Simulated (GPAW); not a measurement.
Computed O K edges (GPAW, PBE, full core hole (charged cell), supercells with 5.4 to 5.5 Å between holes, Gaussian full width 0.9 eV up to 4 eV, rising linearly to 3.5 eV at 25 eV) of these absorbers are given in random order:
A. TiO2 (Anatase, I4_1/amd): 2 Ti at 1.93 Å and 1 Ti at 1.98 Å (distorted T-shaped, site symmetry 2mm)
B. TiO2 (Rutile, P4_2/mnm): 2 Ti at 1.95 Å and 1 Ti at 1.98 Å (distorted trigonal planar, site symmetry m2m)

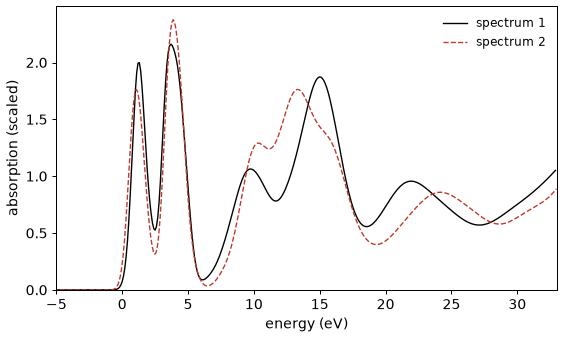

Energy from 528.9 eV of photon energy (total-energy differences plus the lowest empty eigenvalue of the charged cell, less 8.9 eV, the free-atom term for the hole's spin); mean of 1 over the first 20 eV. Such values are good to a few eV.

Q: Which spectrum belongs to which crystal?

Spectrum 1 is A (rising edge 529.4 eV, maxima 1.3 eV (2.00) and 3.7 eV (2.16) above its zero). Spectrum 2 is B (rising edge 529.2 eV, maxima 0.9 eV (1.76) and 3.7 eV (2.38) above its zero). After the best relative shift (up to 4 eV allowed) the shapes differ by 26 % r.m.s. (of the curve's own r.m.s. level). Between 0 and 20 eV on the axis shown, they part most near 12.6 eV, where TiO2 (Rutile, P4_2/mnm) is higher by 0.7. The rising edges coincide within 0.3 eV. The computed edges of the forms differ. How much of a difference is left by the finite cells wasn't tested for these crystals.

 Lifetime broadening is put in by hand, and intensities beyond about 20 eV depend on it. Meshes are coarse enough for small ripples in TiO2 (Anatase, I4_1/amd) and TiO2 (Rutile, P4_2/mnm). All cells keep the holes under 6.5 Å apart, so shapes are probably not fully converged. The structures are entries of the Crystallography Open Database, used as given.

[Hosts, paths, dates, database ids (printed as entryN), source tags and the programs' standing remarks are cut or masked in the printed files.]
